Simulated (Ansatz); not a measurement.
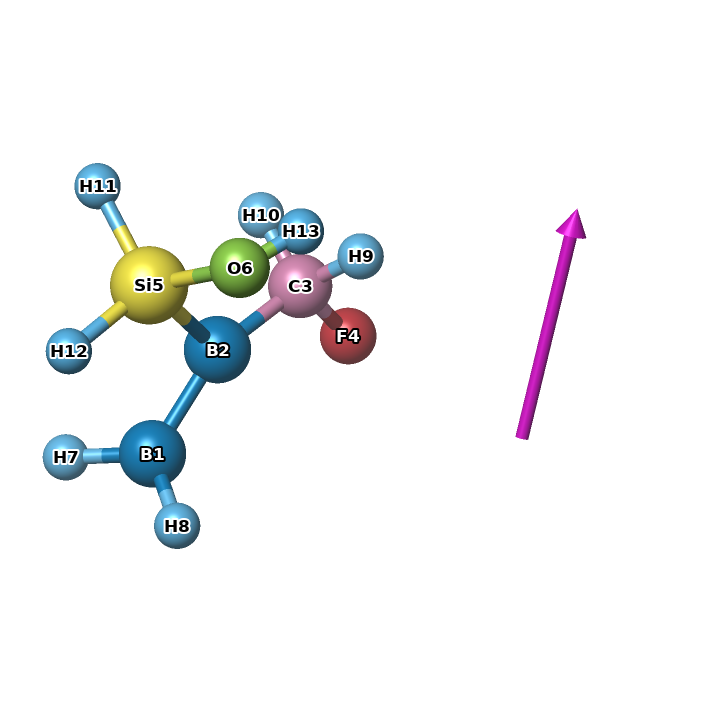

The arrow beside the molecule shows the direction of the dipole moment, from the negative to the positive end (its length means nothing). Computed geometry: PBE-D4/def2-SVP optimisation. No frequency run is at hand to confirm it as a minimum. Method: RKS PBE-D4/def2-SVP (Ansatz 0.2.0).

Q: How large is the dipole moment?

A: 2.11 D; it points from the side of H8 to the side of H13 (the outermost atoms at the two ends).
